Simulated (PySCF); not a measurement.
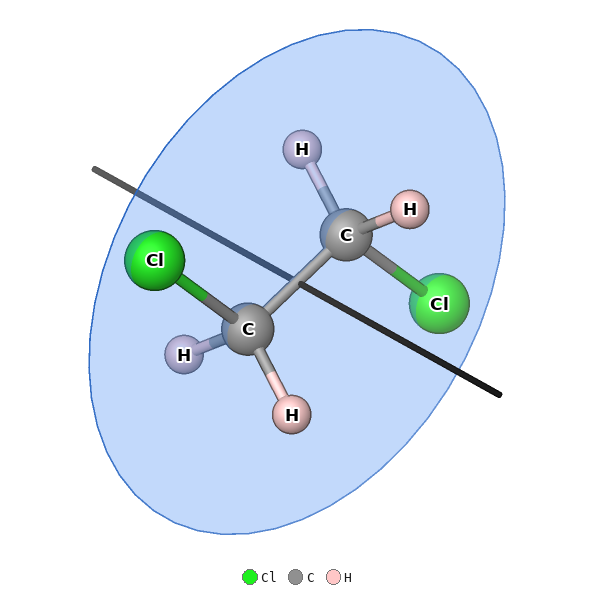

All proper rotation axes (lines) and mirror planes (discs) of the structure are drawn in. Depth is shown by fading: the farther an atom, the more it takes the colour of the background. Computed geometry: PBE0-D3(BJ)/def2-TZVP optimisation. No frequency run is at hand to confirm it as a minimum.

Name the symmetry elements and the point group.

Answer. It has 1 C2 axis, 1 mirror plane and a centre of inversion. Point group C2h. The group has 4 operations. The geometry is achiral, and symmetry forbids a dipole moment.
